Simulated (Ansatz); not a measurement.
# A hypothetical structure for MgMn2Si2, part 2 of 2

Starting from a made-up structure for MgMn2Si2, the aim is the relaxed cell, its shortest contacts and, where a second run follows, its electronic structure.

Ansatz 0.2.0; DFT, PBE, plane-wave PAW, default files, scalar-relativistic, ferromagnetic start, cell and ions relaxed at zero pressure (the session's first sound run).

So far: The structure; Relaxing cell and atoms. The relaxed cell has a = 3.913, c = 6.188 Å (conventional setting).

### Step 3. Electronic structure of the relaxed cell

A second self-consistent run takes a narrower smearing and the mesh shown in its input; the bands follow along the standard path of the relaxed lattice.

This step: DFT, PBE, plane-wave PAW, default files, scalar-relativistic, ferromagnetic start, bands and density of states at the relaxed cell (Ansatz 0.2.0).

input.yaml reads:

```yaml
crystal:
  lattice:
    - [3.9130825342, 0.0, 0.0]
    - [-1.9565412671, 3.3888288817, 0.0]
    - [0.0, 0.0, 6.1880761834]
  atoms:
    - { symbol: Mn, position: [0.6666666667, 0.3333333333, 0.3562961148], spin: 2.1 }
    - { symbol: Mn, position: [0.3333333333, 0.6666666667, 0.6437038852], spin: 2.1 }
    - { symbol: Si, position: [0.6666666667, 0.3333333333, 0.7371275148] }
    - { symbol: Si, position: [0.3333333333, 0.6666666667, 0.2628724852] }
    - { symbol: Mg, position: [0.0, 0.0, 0.0] }
magnetization:
  spin_polarized: true
kpoints:
  mp_grid: { grid: [10, 10, 6] }
  band_path:
    path:
      - [[0.0, 0.0, 0.0], [0.5, 0.0, 0.0], [0.33333333, 0.33333333, 0.0], [0.0, 0.0, 0.0], [0.0, 0.0, 0.5], [0.5, 0.0, 0.5], [0.33333333, 0.33333333, 0.5], [0.0, 0.0, 0.5]]
      - [[0.5, 0.0, 0.5], [0.5, 0.0, 0.0]]
      - [[0.33333333, 0.33333333, 0.0], [0.33333333, 0.33333333, 0.5]]
    npoints: 8
scf:
  occupations: { method: fermi_dirac, width: 0.03 }
  n_extra_bands: 12
hamiltonian:
  xc: pbe
  pseudopotentials: { kind: paw }
output:
  forces: true
  stress: true
  write_bands: true
  dos: { projected: true }
  write_density: true
  write_potential: true
  elf: true
  volumetric_format: npy
```

Run with:

```sh
> ansatz run input.yaml --threads 4 --pin off --max-ram 8192MiB --backend cpu --events-out ev --progress --plain --runs-dir out
```

Numbers of over 12 decimals in the logs are rounded to 6 here.

The program printed:

```text
[...]
Crystal: 5 atoms, lattice volume = 82.059 Å³
Basis set: ecut = 420 eV, 1617 PW (Γ), exchange–correlation on 54×54×90 points (8 copies of the dense FFT grid, shifted against one another)
Bands: 36, of which v1, the nominal top of the filled ones, is band 24 counted from 1 (23 counted from 0)
Symmetry: 12 space group operations
[...]
k-points: 72 of 600
[...]
Starting moments: Σ|m| = 4.2 μB on 2 of 5 sites
[...]
SCF iter   1: F=—  HF=-10992.576146 eV  |F-HF|=—  |Δ(HF+E_count)|=         —  Δρ=3.93e-2 (↑2.60e-2 ↓3.93e-2)  dr2=4.03e0  dr2_m=1.26e-1  M=4.213 μB ∫|m|=4.652 μB  β_m=0.30  ethr=3.10e-3  ⟨swp⟩=6.1  Hψ=21304  notcnv=0
[...]
SCF iter  14: F=-10992.566361 eV  HF=-10992.566361 eV  |F-HF|=6.80e-9  |Δ(HF+E_count)|=   2.53e-9  Δρ=1.85e-6 (↑1.23e-6 ↓1.85e-6)  dr2=9.15e-9  dr2_m=1.07e-10  M=4.194 μB ∫|m|=5.066 μB  ethr=3.04e-11  ⟨swp⟩=11.8  Hψ=34308  notcnv=0
SCF 1 converged in 14 iterations: F = -10992.566361 eV  dr2 = 9.15e-9
[...]
NSCF: frozen V_eff on 75 k-points
SCF converged after 14 iterations
Magnetization: 4.1945 μB (26.0972 up, 21.9028 down)
Absolute magnetization: 5.0668 μB (∫|ρ↑−ρ↓|, with the PAW one-centre terms)
[...]
Per-site moments (μB) at R_I (Å): [(2.077217, 0.961955), (2.077217, 0.961955), (-0.111139, 0.961955), (-0.111139, 0.961955), (-0.016679, 1.148362)]
Free energy (F): -10992.566361 eV
[...]
Internal energy: -10992.556935 eV  (E = F + TS)
E sigma→0 (E₀):  -10992.561648 eV
Entropy (-TS):   -0.009426 eV (-1.885 meV/atom)
Fermi energy:    9.747571 eV
[...]
--- Forces (eV/Å), atoms counted from 1 ---
  atom   1  Mn     0.00000000    -0.00000000     0.00345572
  atom   2  Mn     0.00000000     0.00000000    -0.00345572
  atom   3  Si     0.00000000    -0.00000000    -0.00568807
  atom   4  Si     0.00000000     0.00000000     0.00568807
  atom   5  Mg     0.00000000     0.00000000     0.00000000
  max |Σ_I F_I| component: 1.85e-17 eV/Å
--- Stress (GPa, compression-positive) ---
       -0.197372       0.000000      -0.000000
        0.000000      -0.197372       0.000000
       -0.000000      -0.000000      -0.019492
  P = ⅓ Tr σ = -0.1381 GPa (-1.381 kbar)
--- Band table (eV; the first three rows and the last of 144) ---
  k-point 0 ↑: bands = [... 20 lower, 8.1738, 8.1738, 8.4569, 8.9453, 8.9453, 12.5021, 12.5021, 13.7761, ... 8 higher]
  k-point 1 ↑: bands = [... 20 lower, 8.2056, 8.2056, 8.4446, 8.9411, 8.9411, 12.5888, 12.5888, 13.3610, ... 8 higher]
  k-point 2 ↑: bands = [... 20 lower, 8.2714, 8.2714, 8.4285, 8.9292, 8.9292, 12.5180, 12.8389, 12.8389, ... 8 higher]
  k-point 71 ↓: bands = [... 20 lower, 9.0436, 9.5992, 9.8098, 10.0989, 10.1608, 10.9878, 11.1162, 11.9690, ... 8 higher]
```

It took 11 s on 4 threads of Arm Neoverse V2, shared host; peak memory 0.62 GiB.

In the SCF lines HF is the Harris–Foulkes energy and dr2 the Hartree energy of the density residual, in eV; the loop may stop once dr2 is under the threshold and the program's other checks hold. Hψ counts applications of the Hamiltonian.

This step gave:

```yaml
free_energy: -10992.5664 eV
energy_at_zero_smearing: -10992.5616 eV
smearing_term_ts: 0.009426 eV
fermi_energy: 9.748 eV
magnetization: 4.194 μB
absolute_magnetization: 5.067 μB
site_moments: 2.077, 2.077, -0.1111, -0.1111, -0.01668 μB
pressure: -0.1381 GPa
```

bands.tsv at the labelled points (eV, zero at the Fermi level; the bands that come nearest the Fermi level along the path):

```tsv
point	band_24_up	band_25_up	band_26_up	band_20_dn	band_21_dn	band_22_dn	band_23_dn	band_24_dn
Γ	-0.80	2.75	2.75	-0.19	-0.19	0.91	0.91	0.98
M	-0.94	-0.89	-0.32	-0.64	-0.12	0.45	0.69	0.86
K	-1.47	-0.30	-0.30	-1.21	-0.21	0.48	0.67	0.67
Γ	-0.80	2.75	2.75	-0.19	-0.19	0.91	0.91	0.98
A	-0.83	2.31	3.38	0.04	0.04	0.93	0.93	1.11
L	-0.99	-0.74	0.16	-0.59	-0.40	0.35	0.49	0.77
H	-1.15	-0.78	-0.78	-0.83	-0.18	0.20	0.20	0.40
A	-0.83	2.31	3.38	0.04	0.04	0.93	0.93	1.11
L	-0.99	-0.74	0.16	-0.59	-0.40	0.35	0.49	0.77
M	-0.94	-0.89	-0.32	-0.64	-0.12	0.45	0.69	0.86
K	-1.47	-0.30	-0.30	-1.21	-0.21	0.48	0.67	0.67
H	-1.15	-0.78	-0.78	-0.83	-0.18	0.20	0.20	0.40
```

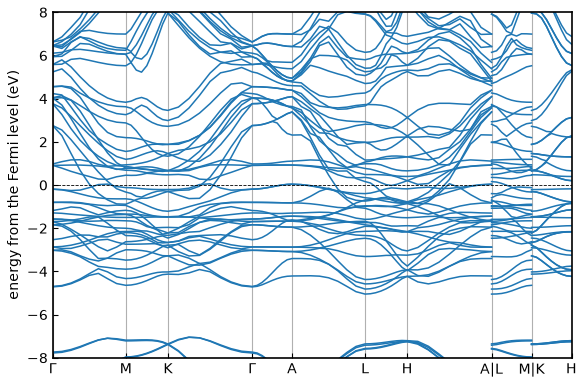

Bands along the path. 24 bands lie wholly below the window drawn.

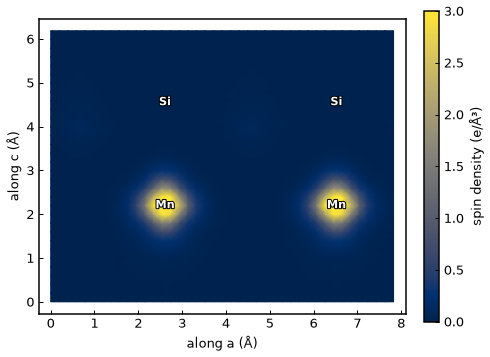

Spin density in the ac plane at fractional y = 0.333, with atoms of Mn and Si within 0.2 Å of it.

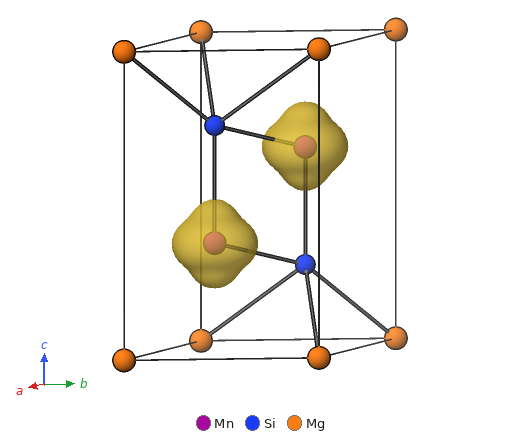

Surface of spin density = 0.2 e/Å³, which holds about 70 % of the integral of its size. Bonds to atoms that aren't drawn are left out.

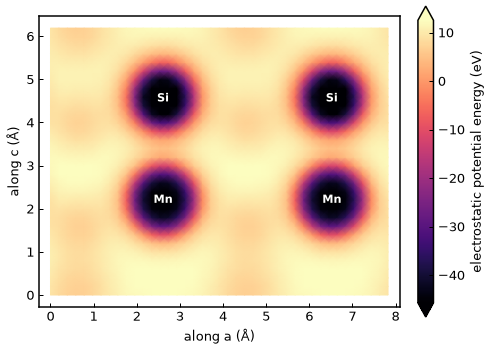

Electrostatic potential energy in the ac plane at fractional y = 0.333, with atoms of Mn and Si within 0.2 Å of it. With pseudopotentials it is smooth inside the atoms' cores, unlike the true potential.

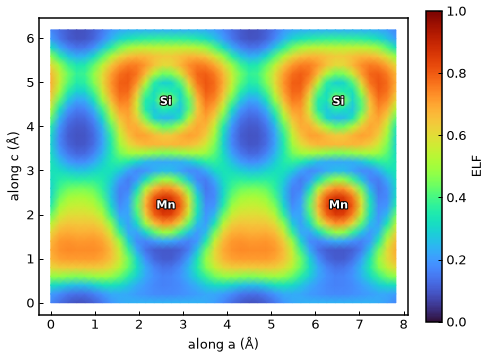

ELF in the ac plane at fractional y = 0.333, with atoms of Mn and Si within 0.2 Å of it. It is the smooth field of the valence electrons, not physical close to the nuclei.

### Step 4. Summary of results

- space group, relaxed: P-3m1
- conventional cell: a = 3.913, b = 3.913, c = 6.188 Å; α = 90.0°, β = 90.0°, γ = 120.0°
- volume per atom: 16.41 Å³ (guess 17.41)
- total moment: 4.25 μB in the cell of 5 atoms

In words: MgMn2Si2 relaxes to P-3m1 with a = 3.913, b = 3.913 and c = 6.188 Å. The guessed volume was 6 % too large. The space group P-3m1 was held in the relaxation, so the end point is a stationary structure within it and may be a saddle against distortions or other arrangements. The input starts from parallel moments, and no other start was typed. Bands cross the Fermi level, so it is a metal or semimetal at this level. On the 10×10×6 mesh with the narrower smearing (relaxed on 8×8×4) the largest force component is 0.006 eV/Å and the largest stress component is 0.197 GPa, against the relaxation's thresholds of 0.015 eV/Å and 0.05 GPa. The cutoff wasn't tested. No dispersion term is used, so weakly bound directions may come out too long. Nothing here tests whether the compound is stable against decomposition.

[Logs are printed without paths, hosts, clocks, repeated set-up lines and the standing remarks that a program may print on its own settings, such as how far it seeks lower states.]

[Hosts, paths, dates, database ids (printed as entryN), source tags and the programs' standing remarks are cut or masked in the printed files.]
